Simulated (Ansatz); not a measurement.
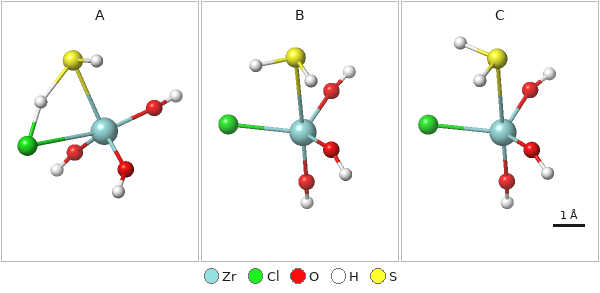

3 geometries from a converged minimum-energy path of ZrH5SO3Cl, shuffled. The picture is a ball-and-stick view, seen from a free direction.

These are results of Ansatz, RKS B3LYP-D4/def2-SVP, not measurements. Run with 5 movable images; climbing image; force threshold 0.05 eV/Å; iteration limit 60; starting path through a guess of the saddle point.

Q: Which frame is the top of the path?

A: A. In order along the path, whose images run from 0 to 6: C (image 0, 0.0 kcal/mol), B (image 1, +0.1 kcal/mol), A (image 5, +19.5 kcal/mol). Breaking: H–S (1.35 → 2.28 Å), Cl–Zr (2.43 → 3.90 Å). Forming: Cl–H (3.14 → 1.32 Å).

Cost: 7.5 min on 4 threads of Arm Neoverse V2 (shared host), peak memory 0.39 GiB.
